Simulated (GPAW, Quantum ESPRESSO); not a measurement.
# HfO2 (Fm-3m): the O K absorption edge, part 2 of 5

Aim: the O K edge of HfO2 (Fm-3m) by two routes, a Lanczos recursion (XSpectra) and a sum over empty bands (GPAW), to see which features are robust.

Quantum ESPRESSO 7.5 and GPAW 26.7.0; core-hole supercells, plane-wave PAW PBE.

So far. Step 2 (The field without a hole (Quantum ESPRESSO)): The mesh shows a gap of 3.97 eV, so the hole is first treated in a charged cell, without the excited electron. Step 3 (Spectrum without a core hole, O atom 2 (Quantum …): Main maxima below 24 eV (height): 0.7 eV (1.23), 5.0 eV (2.33), 9.0 eV (1.43), 12.7 eV (1.22), 16.2 eV (0.91) and 22.2 eV (1.35).

### Step 6. The atom with a core hole (Quantum ESPRESSO)

Level of this step: all-electron atom with a core hole and its PAW potential, PBE, scalar-relativistic (Quantum ESPRESSO).

The frozen core must hold the hole, so the absorber gets a data set of its own.

The input, O.pbe-n-kjpaw-1sch.ld1.in:

```
&input
   title='O', zed=8., rel=1, iswitch=3, dft='PBE',
   config='1s1 2s2 2p5'
/
&inputp
   file_pseudopw='O.pbe-n-kjpaw-1sch.UPF', author='',
   lpaw=.true.,
   pseudotype=3,
   lloc=-1,
   rcloc=1.1,
   which_augfun='PSQ',
   rmatch_augfun_nc=.true.,
   nlcc=.true.,
   new_core_ps=.true.,
   rcore=0.7,
   tm=.true.,
   zval=7,
   lgipaw_reconstruction=.true., use_paw_as_gipaw=.true.
/
4
2S  1  0  2.00  0.00  1.00  1.30  0.0
2S  1  0  0.00  1.00  1.00  1.30  0.0
2P  2  1  5.00  0.00  0.90  1.35  0.0
2P  2  1  0.00  0.05  0.90  1.35  0.0
```

On the command line:

```bash
> ld1.x < O.pbe-n-kjpaw-1sch.ld1.in > O.pbe-n-kjpaw-1sch.ld1.out
```

The program printed:

```text
     [... banner and references ...]
PAW data will be used for GIPAW calculation
     --------------------------- All-electron run ----------------------------

     O
     scalar relativistic calculation

     atomic number is  8.00
     dft =PBE   lsd =0 sic =0 latt =0  beta=0.20 tr2=1.0E-14
     Exchange-correlation= PBE
                           (   1   4   3   4   0   0   0)
     mesh =1095 r(mesh) =  99.04343 a.u. xmin = -7.00 dx = 0.01250
     1 Ry =  13.60569312 eV, c = 137.03599908

     n l     nl                  e(Ry)          e(Ha)          e(eV)
     1 0     1S 1( 1.00)       -42.2555       -21.1277      -574.9151
     2 0     2S 1( 2.00)        -1.9484        -0.9742       -26.5092
     2 1     2P 1( 5.00)        -0.8534        -0.4267       -11.6109

     final scf error:  9.0E-15 reached in  28 iterations

     Etot =    -110.691273 Ry,     -55.345636 Ha,   -1506.031488 eV

     Ekin =     110.377054 Ry,      55.188527 Ha,    1501.756329 eV
     Encl =    -271.747232 Ry,    -135.873616 Ha,   -3697.309445 eV
     Eh   =      64.143532 Ry,      32.071766 Ha,     872.717207 eV
     Exc  =     -13.464627 Ry,      -6.732313 Ha,    -183.195579 eV

     normalization and overlap integrals

     s(1S/1S) =  1.000000  <r> =   0.1922  <r2> =    0.0497  r(max) =   0.1266
     s(1S/2S) = -0.000243
     s(2S/2S) =  1.000000  <r> =   1.0648  <r2> =    1.3830  r(max) =   0.8151
     s(2P/2P) =  1.000000  <r> =   1.0977  <r2> =    1.6069  r(max) =   0.7104

     ------------------------ End of All-electron run ------------------------

     --------------------- Generating PAW atomic setup --------------------

      Generating local potential from pseudized AE potential:
      Matching radius rcloc =   1.1000

[...]
(   1   4   3   4   0   0   0)
     mesh =1095 r(mesh) =  99.04343 a.u. xmin = -7.00 dx = 0.01250
     1 Ry =  13.60569312 eV, c = 137.03599908

     n l     nl                  e(Ry)          e(Ha)          e(eV)
[...]
final scf error:  9.0E-15 reached in  28 iterations

     Etot =    -110.691273 Ry,     -55.345636 Ha,   -1506.031488 eV

     Ekin =     110.377054 Ry,      55.188527 Ha,    1501.756329 eV
     Encl =    -271.747232 Ry,    -135.873616 Ha,   -3697.309445 eV
     Eh   =      64.143532 Ry,      32.071766 Ha,     872.717207 eV
     Exc  =     -13.464627 Ry,      -6.732313 Ha,    -183.195579 eV

     normalization and overlap integrals

     s(1S/1S) =  1.000000  <r> =   0.1922  <r2> =    0.0497  r(max) =   0.1266
     s(1S/2S) = -0.000243
     s(2S/2S) =  1.000000  <r> =   1.0648  <r2> =    1.3830  r(max) =   0.8151
     s(2P/2P) =  1.000000  <r> =   1.0977  <r2> =    1.6069  r(max) =   0.7104

     ------------------------ End of All-electron run ------------------------

     ---------------------- Testing the pseudopotential ----------------------

     O
     scalar relativistic calculation

     atomic number is  8.00   valence charge is  7.00
     dft = SLA  PW   PBX  PBC   lsd =0 sic =0 latt =0  beta=0.20 tr2=1.0E-14
     mesh =1095 r(mesh) =  99.04343 xmin = -7.00 dx = 0.01250

     n l     nl             e AE (Ry)        e PS (Ry)    De AE-PS (Ry)
     1 0     2S   1( 2.00)       -1.94839       -1.94839        0.00000
     2 1     2P   1( 5.00)       -0.85338       -0.85339        0.00001

     eps = 6.0E-18  iter =  4

     Etot =    -110.691273 Ry,     -55.345636 Ha,   -1506.031488 eV
     Etotps =   -51.563652 Ry,     -25.781826 Ha,    -701.559225 eV

     Ekin =      48.398334 Ry,      24.199167 Ha,     658.492884 eV
     Encl =    -128.343327 Ry,     -64.171663 Ha,   -1746.199920 eV
     Ehrt =      41.845963 Ry,      20.922981 Ha,     569.343330 eV
     Ecxc =     -13.464622 Ry,      -6.732311 Ha,    -183.195520 eV
     (Ecc =      -0.076871 Ry,      -0.038436 Ha,      -1.045890 eV)

     ---------------------- End of pseudopotential test ----------------------
```

The job ended after 0.63 s (1 MPI rank of Arm Neoverse V2, shared host; peak memory 0.12 GiB).

Removing the core electron and adding it to the valence shell costs the free atom 534.9 eV.

### Step 7. Supercell with FCH, O atom 2 (Quantum ESPRESSO)

The holes are 6.3 Å apart. The excited electron is left out and a uniform background balances the charge.

The input, scf.in:

```
&control
   calculation='scf', prefix='x', pseudo_dir='../pp', outdir='tmp', tprnfor=.true.
/
&system
   ibrav=0, nat=18, ntyp=3, nbnd=76
   ecutwfc=50, ecutrho=360
   occupations='fixed'
   tot_charge=1
/
&electrons
   conv_thr=1.8e-07, electron_maxstep=120
   mixing_beta=0.5
/
ATOMIC_SPECIES
Hf 1.0 Hf.pbe-spn-kjpaw.UPF
O0 1.0 O.pbe-n-kjpaw-1sch.UPF
O 1.0 O.pbe-n-kjpaw.UPF
CELL_PARAMETERS angstrom
  2.55750000 5.11500000 -2.55750000
  5.11500000 -2.55750000 2.55750000
  2.55750000 -5.11500000 -2.55750000
ATOMIC_POSITIONS crystal
Hf   0.00000000 0.00000000 0.00000000
Hf   0.50000000 0.00000000 0.50000000
Hf   0.00000000 0.33333333 0.33333333
Hf   0.50000000 0.66666667 0.16666667
Hf   0.50000000 0.33333333 0.83333333
Hf   0.00000000 0.66666667 0.66666667
O0   0.37500000 0.00000000 0.12500000
O    0.87500000 0.00000000 0.62500000
O    0.37500000 0.33333333 0.45833333
O    0.87500000 0.66666667 0.29166667
O    0.87500000 0.33333333 0.95833333
O    0.37500000 0.66666667 0.79166667
O    0.12500000 0.33333333 0.70833333
O    0.62500000 0.33333333 0.20833333
O    0.12500000 0.66666667 0.04166667
O    0.62500000 0.00000000 0.87500000
O    0.62500000 0.66666667 0.54166667
O    0.12500000 0.00000000 0.37500000
K_POINTS automatic
3 4 4 0 0 0
```

On the command line:

```bash
> OMP_NUM_THREADS=1 mpirun --oversubscribe --bind-to none -np 4 pw.x -nk 4 -in scf.in > scf.out
```

The program printed:

```text
     [... banner and references ...]
[banner, memory and clock lines left out]
using ibrav=0 with symmetry is DISCOURAGED, use correct ibrav instead

     G-vector sticks info

     bravais-lattice index     =            0
     lattice parameter (alat)  =      11.8383  a.u.
     unit-cell volume          =    1354.6427 (a.u.)^3
     number of atoms/cell      =           18
     number of atomic types    =            3
     number of electrons       =       144.00
     number of Kohn-Sham states=           76
     kinetic-energy cutoff     =      50.0000  Ry
     charge density cutoff     =     360.0000  Ry
     scf convergence threshold =      1.8E-07
     mixing beta               =       0.5000
     number of iterations used =            8  plain     mixing
     Exchange-correlation= SLA  PW   PBX  PBC
                           (   1   4   3   4   0   0   0)

     celldm(1)=  11.838322  celldm(2)=   0.000000  celldm(3)=   0.000000
     celldm(4)=   0.000000  celldm(5)=   0.000000  celldm(6)=   0.000000

     crystal axes: (cart. coord. in units of alat)
               a(1) = (   0.408248   0.816497  -0.408248 )
               a(2) = (   0.816497  -0.408248   0.408248 )
               a(3) = (   0.408248  -0.816497  -0.408248 )

     reciprocal axes: (cart. coord. in units 2 pi/alat)
               b(1) = (  0.612372  0.612372 -0.612372 )
               b(2) = (  0.816497 -0.000000  0.816497 )
               b(3) = (  0.204124 -0.612372 -1.020621 )

     PseudoPot. #1 for Hf:     Pseudo is Projector augmented-wave + core cor, Zval = 12.0

     ../pp/O.pbe-n-kjpaw-1sch.UPF
     Pseudo is Projector augmented-wave + core cor, Zval =  7.0
     Shape of augmentation charge: PSQ
[...]
total energy              =   -4691.44338753 Ry
     estimated scf accuracy    <       0.00000255 Ry

     iteration # 12     ecut=    50.00 Ry     beta= 0.50
     Davidson diagonalization with overlap
     ethr =  1.77E-09,  avg # of iterations =  5.9

     End of self-consistent calculation

          k = 0.0000 0.0000 0.0000 (  8101 PWs)   bands (ev):

   -49.4894 -49.4802 -49.4797 -49.4504 -49.0321 -49.0262 -18.4261 -18.2519
   -18.2330 -18.2027 -18.1027 -18.0942 -18.0449 -18.0359 -18.0089 -17.9551
   -17.9456 -17.9272 -17.7092 -17.6809 -17.6089 -17.6021 -17.5508 -17.5460
[...]
9.3162   9.4705   9.4812   9.7511  10.0179  10.4047  10.5867  10.8037
    10.8608  10.9164  11.0406  11.1788  11.3746  11.3768  11.4122  11.4408
    15.8332  15.8347  16.1140  16.2568

     [... bands of 16 further k-points ...]

     highest occupied, lowest unoccupied level (ev):    11.8895   15.6911

!    total energy              =   -4691.44338814 Ry
     total all-electron energy =   -182712.459898 Ry
     estimated scf accuracy    <       0.00000008 Ry

     The total energy is the sum of the following terms:
     one-electron contribution =    -155.34344901 Ry
     hartree contribution      =     175.10687529 Ry
     xc contribution           =    -340.10896411 Ry
     ewald contribution        =    -816.09598100 Ry
     one-center paw contrib.   =   -3555.00186931 Ry

     convergence has been achieved in  12 iterations

     Forces acting on atoms (cartesian axes, Ry/au):

     atom    1 type  1   force =    -0.06521333   -0.06429300    0.06521333
     atom    2 type  1   force =     0.06556979   -0.06802108   -0.06556979
     atom    3 type  1   force =     0.00185011    0.00067021   -0.00059050
[...]
atom   17 type  3   force =    -0.00974583   -0.00974983    0.03481312
     atom   18 type  3   force =     0.00040932    0.04388013   -0.00040932

     Total force =     0.253018     Total SCF correction =     0.000680

     XML data file, charge density, pseudopotentials, collected wavefunctions
```

Wall time 2.3 min (4 MPI ranks); peak memory 0.35 GiB.

Energy with the hole: -2485929.659 eV, cores included.

### Step 8. Spectrum with FCH, O atom 2 (Quantum ESPRESSO)

The Lanczos recursion gives the spectrum without computing empty bands; each polarisation needs a run of its own on the full k mesh. xe0 is set between filled and empty states, and states below it are cut. The file of filecore holds the core orbital, taken from the hole-free data set.

The input, xspectra.in:

```
&input_xspectra
   calculation='xanes_dipole', edge='K'
   prefix='x', outdir='tmp', xiabs=2, xe0=13.7903
   xonly_plot=.false., x_save_file='xanes.sav'
   xniter=3000, xcheck_conv=20, xerror=0.005
   xcoordcrys=.false., xepsilon(1)=1, xepsilon(2)=0, xepsilon(3)=0
/
&plot
   xnepoint=413, xemin=-10, xemax=45, terminator=.true., cut_occ_states=.true.
   xgamma=0.4
/
&pseudos
   filecore='../O.wfc'
/
&cut_occ
   cut_desmooth=0.1, cut_stepl=0.05, cut_stepu=0.05, cut_ierror=1e-5
/
4 5 5 0 0 0
```

xspectra_1.in, as its differences from xspectra.in of step 8:

```diff
@@ -5,3 +5,3 @@
    xniter=3000, xcheck_conv=20, xerror=0.005
-   xcoordcrys=.false., xepsilon(1)=1, xepsilon(2)=0, xepsilon(3)=0
+   xcoordcrys=.false., xepsilon(1)=0, xepsilon(2)=1, xepsilon(3)=0
 /
```

On the command line:

```bash
> OMP_NUM_THREADS=1 mpirun --oversubscribe --bind-to none -np 4 xspectra.x -nk 4 -in xspectra.in > xspectra.out
```

The program printed:

```text
     [... banner and references ...]
Reading input_file

     calculation: xanes_dipole

     xepsilon  [cartesian coordinates]:   1.000000   0.000000   0.000000

     xonly_plot: FALSE
        => complete calculation: Lanczos + spectrum plot

     filecore (core-wavefunction file): ../O.wfc

     main plot parameters:
        cut_occ_states: TRUE
        gamma_mode:  constant
        -> using xgamma [eV]:  0.40
        xemin [eV]: -10.00
        xemax [eV]:  45.00
        xnepoint:  413
        xe0 [eV]:  13.790300 (energy zero read in input file)

     WARNING: variable ef_r is obsolete

                      Reading SCF save directory: x.save

     tmp/x.save/

     Exchange-correlation= PBE
                           (   1   4   3   4   0   0   0)

     G-vector sticks info

                           Getting the Fermi energy

     From SCF save directory:
        ehomo [eV]:   11.8895 (highest occupied level)
        elumo [eV]:   15.6911 (lowest occupied level)
        ef    [eV]:   11.8895

     -> ef (in eV) will be written in x_save_file

                           Energy zero of the spectrum

     -> ef will NOT be used as energy zero of the spectrum
       (because xe0 read in input file)

     G-vector sticks info

     bravais-lattice index     =            0
     lattice parameter (alat)  =      11.8383  a.u.
     unit-cell volume          =    1354.6427 (a.u.)^3
     number of atoms/cell      =           18
     number of atomic types    =            3
     number of electrons       =       144.00
     number of Kohn-Sham states=           76
     kinetic-energy cutoff     =      50.0000  Ry
     charge density cutoff     =     360.0000  Ry
     Exchange-correlation= PBE
                           (   1   4   3   4   0   0   0)

     celldm(1)=  11.838322  celldm(2)=   0.000000  celldm(3)=   0.000000
     celldm(4)=   0.000000  celldm(5)=   0.000000  celldm(6)=   0.000000

     crystal axes: (cart. coord. in units of alat)
               a(1) = (   0.408248   0.816497  -0.408248 )
               a(2) = (   0.816497  -0.408248   0.408248 )
               a(3) = (   0.408248  -0.816497  -0.408248 )

     reciprocal axes: (cart. coord. in units 2 pi/alat)
               b(1) = (  0.612372  0.612372 -0.612372 )
               b(2) = (  0.816497 -0.000000  0.816497 )
               b(3) = (  0.204124 -0.612372 -1.020621 )

     PseudoPot. #1 for Hf:     Pseudo is Projector augmented-wave + core cor, Zval = 12.0

     ../pp/O.pbe-n-kjpaw-1sch.UPF
     Pseudo is Projector augmented-wave + core cor, Zval =  7.0
     Shape of augmentation charge: PSQ
     Using radial grid of 1095 points,  4 beta functions with:
                l(1) =   0
                l(2) =   0
                l(3) =   1
                l(4) =   1
     Q(r) pseudized with 0 coefficients

     ../pp/O.pbe-n-kjpaw.UPF
     Pseudo is Projector augmented-wave + core cor, Zval =  6.0
     Shape of augmentation charge: PSQ
     Using radial grid of 1095 points,  4 beta functions with:
                l(1) =   0
                l(2) =   0
                l(3) =   1
                l(4) =   1
     Q(r) pseudized with 0 coefficients

     atomic species   valence    mass     pseudopotential
     Hf               12.00     1.00000     Hf( 1.00)
     O0                7.00     1.00000     O ( 1.00)
     O                 6.00     1.00000     O ( 1.00)

      2 Sym. Ops. (no inversion) found

   Cartesian axes

     site n.     atom                  positions (alat units)
         1        Hf     tau(   1) = (   0.0000000   0.0000000   0.0000000  )
         2        Hf     tau(   2) = (   0.4082483   0.0000000  -0.4082483  )
         3        Hf     tau(   3) = (   0.4082483  -0.4082483  -0.0000000  )
         4        Hf     tau(   4) = (   0.8164966  -0.0000000  -0.0000000  )
         5        Hf     tau(   5) = (   0.8164966  -0.4082483  -0.4082483  )
         6        Hf     tau(   6) = (   0.8164966  -0.8164966  -0.0000000  )
         7        O0     tau(   7) = (   0.2041241   0.2041241  -0.2041241  )
[...]
17        O      tau(  17) = (   1.0206207  -0.2041241  -0.2041241  )
        18        O      tau(  18) = (   0.2041241  -0.2041241  -0.2041241  )

     number of k points=   100

     Number of k-points >= 100: set verbosity='high' to print them.

     Dense  grid:   156331 G-vectors     FFT dimensions: (  72,  72,  72)

     Smooth grid:    64819 G-vectors     FFT dimensions: (  54,  54,  54)

     The potential is recalculated from file :
     tmp/x.save/charge-density

     Starting wfcs are  108 atomic wfcs
     Checking if some PAW data can be deallocated...

               Reading core wavefunction file for the absorbing atom

     ../O.wfc successfully read

                              Attributing the PAW radii
                     for the absorbing atom [units: Bohr radius]

        PAW proj 1: r_paw(l= 0)= 1.95  (1.5*r_cut)
        PAW proj 2: r_paw(l= 0)= 1.95  (1.5*r_cut)
        PAW proj 3: r_paw(l= 1)= 2.03  (1.5*r_cut)
        PAW proj 4: r_paw(l= 1)= 2.03  (1.5*r_cut)

        NB: The calculation will not necessary use all these r_paw values.
            - For a edge in the electric-dipole approximation,
              only the r_paw(l=1) values are used.
            - For a K edge in the electric-quadrupole approximation,
              only the r_paw(l=2) values are used.

            - For a L2 or L3 edge in the electric-quadrupole approximation,

              all projectors (s, p and d) are used.

     init_gipaw_1: projectors nearly linearly dependent:
     ntyp =  1, l/n1/n2 =  1 2 1  0.99852334
     init_gipaw_1: projectors nearly linearly dependent:
     ntyp =  1, l/n1/n2 =  2 2 1  0.99895236

                          Starting XANES calculation
                     in the electric dipole approximation

     Method of calculation based on the Lanczos recursion algorithm
        - STEP 1: Construction of a kpoint-dependent Lanczos basis,
          in which the Hamiltonian is tridiagonal (each 'iter'
          corresponds to the calculation of one more Lanczos vector)
        - STEP 2: Calculation of the cross-section as a continued fraction
          averaged over the k-points.

     ... Begin STEP 1 ...

        Radial transition matrix element(s) used in the calculation of the
        initial vector of the Lanczos basis (|tilde{phi}_abs> normalized)
        | For PAW proj. (l=1) #1: radial matrix element =   0.158955460
        | For PAW proj. (l=1) #2: radial matrix element =   0.203554481

NB: the    25 k-point are not all listed below because npool=  4
        |-------------------------------------------------------------
        ! k-point #     1:  ( 0.0000,  0.0000,  0.0000),  0.0200,   1
        |-------------------------------------------------------------
 okvan= T
        |   Norm of the initial Lanczos vector: 0.10979386E+00
        |   Estimated error at iter     20:   1.00560617
        |   Estimated error at iter     40:   0.35906612
        |   Estimated error at iter     60:   0.36696820
        |   Estimated error at iter     80:   0.13800478
        |   Estimated error at iter    100:   0.17661388
[...]
!   => CONVERGED at iter    480 with error=  0.00399620
        |-------------------------------------------------------------
        ! k-point #     2:  ( 0.0408, -0.1225, -0.2041),  0.0200,   1
        |-------------------------------------------------------------
 okvan= T
        |   Norm of the initial Lanczos vector: 0.10979890E+00
[...]
!   => CONVERGED at iter    660 with error=  0.00490637
        |-------------------------------------------------------------
     [... 22 further k-points ...]
        ! k-point #    25:  ( 0.8165, -0.4899, -0.1633),  0.0200,   1
        |-------------------------------------------------------------
 okvan= T
        |   Norm of the initial Lanczos vector: 0.10979686E+00
[...]
|   Estimated error at iter    560:   0.01067690
        |   Estimated error at iter    580:   0.01034070
        |   Estimated error at iter    600:   0.01106063
        !   => CONVERGED at iter    620 with error=  0.00464081

     Results of STEP 1 successfully written in x_save_file
     x_save_file name:
     ->  xanes.sav
     x_save_file version:  2

     ... End STEP 1 ...

     ... Begin STEP 2 ...

     The spectrum is calculated using the following parameters:
        xe0 [eV]:   13.7903
        the occupied states are elimintate from the spectrum
        xemin [eV]: -10.00
        xemax [eV]:  45.00
        xnepoint:  413
        constant broadening parameter [eV]:    0.400
        Core level energy [eV]:  -543.1
         (from electron binding energy of neutral atoms in X-ray data booklet)

     Cross-section successfully written in xanes.dat

     ... End STEP 2 ...

                                END JOB XSpectra
```

The job ended after 5.4 min (4 MPI ranks; peak memory 0.23 GiB).

The O K spectrum, O atom 2, full core hole (charged cell) (energy from the lowest empty level; intensity scaled to a mean of 1 over the first 20 eV; the points at xe0, where the cut of filled states can leave a spike, are interpolated):

```csv
E (eV),intensity
-2.0,0.08
-0.5,0.27
1.0,0.88
2.5,0.81
4.0,2.62
5.5,1.26
7.0,0.79
8.5,1.17
10.0,0.68
11.5,0.89
13.0,1.03
14.5,0.79
16.0,0.84
17.5,0.68
19.0,0.60
20.5,0.86
22.0,1.22
23.5,0.69
25.0,0.46
26.5,0.53
28.0,0.38
29.5,0.76
31.0,0.57
```

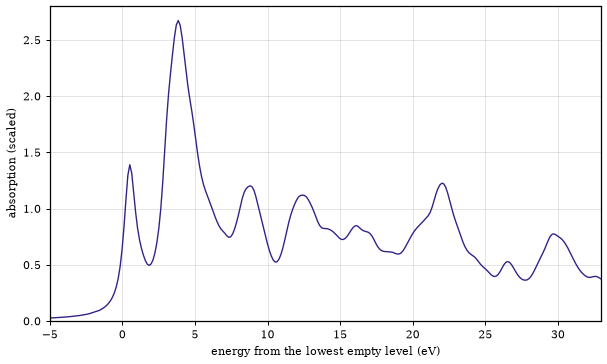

The O K edge, O atom 2, full core hole (charged cell): main maxima at 0.5, 3.9 and 22.0 eV.

Main maxima below 24 eV (height): 0.5 eV (1.39), 3.9 eV (2.67), 8.8 eV (1.20), 12.4 eV (1.12), 16.1 eV (0.85) and 22.0 eV (1.23). 

The hole costs E(hole) − E(ground) = 524.26 eV, and the lowest empty level of the hole cell lies at 15.69 eV, which puts the zero at 539.95 eV. One term is added: -8.91 eV, since the hole is spin-paired here and a spin-polarised one costs that much less in the free atom (computed apart). The photon energy is then 531.04 eV. The functional and the charged cell's background leave an error of a few eV in such absolute values.

(Continued in part 3 of 5.)

[Banner, clock and machine lines of the logs are left out without a mark of their own.]

[Logs are printed without paths, hosts, clocks, repeated set-up lines and the standing remarks that a program may print on its own settings, such as how far it seeks lower states.]

[Hosts, paths, dates, database ids (printed as entryN), source tags and the programs' standing remarks are cut or masked in the printed files.]

[Lists of maxima count a maximum above −3 eV only where it reaches 4 % of the highest in the window and stands out from its surroundings by 2 % of it (1.5 % where it reaches 55 %); shoulders and weaker maxima are passed over, and of the rest the first, up to two pre-edge ones and the few strongest are named.]
